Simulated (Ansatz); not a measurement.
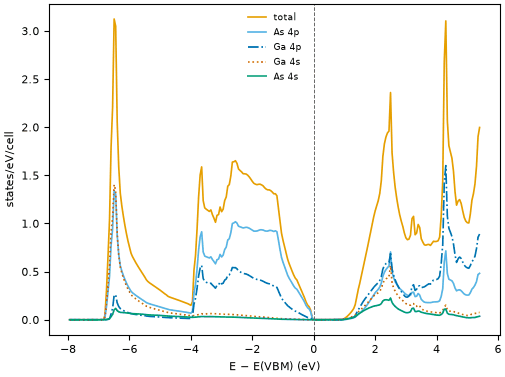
Total and projected density of states of GaAs (zinc blende, F-43m), plane-wave PAW PBEsol (Ansatz code)

Q: Which orbitals carry the states next to the gap?

A: Top 1 eV of the valence band: As 4p 76 %, Ga 4p 21 %. Bottom 1 eV of the conduction band: Ga 4s 32 %, Ga 4p 25 %, As 4s 22 %, As 4p 17 %. Projections are on Löwdin-orthogonalised atomic valence shells; empty p or d shells of many metals are not among them.

Q: Where is the tallest occupied peak in this window, and what makes it?

A: Near -6.5 eV, about 3.1 states/eV per cell; the largest projected share is Ga 4s.

The PBEsol relaxation kept the symmetry of its start. Scalar-relativistic: spin–orbit coupling is off unless named, which matters more the heavier the elements.

Potentials: the later of the program's two PAW sets.
